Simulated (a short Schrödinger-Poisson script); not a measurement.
System: symmetric double-gate stack, Si3N4 on p-type Si(100), at 300 K.

```
layer  material  thickness (nm)  Na (cm⁻³)
-----  --------  --------------  ---------
1         Si3N4               2          -
2            Si               2       7e16
3         Si3N4               2          -
```

Constants are typed, rounded textbook-type inputs, not results; the design itself was drawn at random and stands for no fabricated device. Si3N4: permittivity 7.5, conduction-band edge (eV) 1.95, gap (eV) 5.1, electron mass (mₑ) 0.5. Si: permittivity 11.7, conduction-band edge (eV) 0, gap (eV) 1.124, Nv at 300 K (cm⁻³) 3.1e19.

Channel valleys (confinement mass, in-plane density-of-states mass, number): Δ2 0.916, 0.19, 2; Δ4 0.19, 0.417, 4. At the gates, both at one voltage, the conduction-band edge of layer 1 lies 2.16 eV − eVg above the Fermi level of the channel. Gaps are held at their typed values at every temperature. Mesh 0.03 nm at interfaces.

From a short Schrödinger-Poisson script (our own, NumPy): 1D Poisson equation in equilibrium, electrons quantum, Hartree (BenDaniel-Duke, 12 states a valley, the channel's in-plane mass for all, wave functions ending at the dielectric), parabolic valleys, classical holes, full ionisation, no traps, pinning or gate leakage.

Only gate voltages with over 1e8 electrons/cm² are shown.

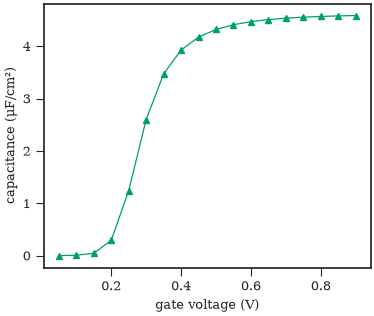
Figure: Quasi-static capacitance against gate voltage

```tsv
Vg (V)	electrons (cm⁻²)	C (μF/cm²)	Δ2 E0 (meV)	Δ2 E1 (meV)	Δ4 E0 (meV)	Δ4 E1 (meV)
0.05	1.57e8	< 0.003	263.0	570.5	655.1	-
0.15	7.43e9	0.0465	163.2	470.7	555.3	-
0.25	2.60e11	1.24	70.5	377.7	462.5	-
0.35	1.82e12	3.47	15.1	320.9	407.2	-
0.45	4.25e12	4.17	-15.4	288.0	376.7	-
0.55	6.93e12	4.41	-38.4	262.4	353.7	-
0.65	9.72e12	4.51	-58.7	239.5	333.5	-
0.75	1.26e13	4.55	-77.8	217.6	314.4	-
0.85	1.54e13	4.58	-96.4	196.4	295.9	-
```

Subbands count from the Fermi level; a dash marks a level above the dielectric's band edge. The capacitance is that of both gates.
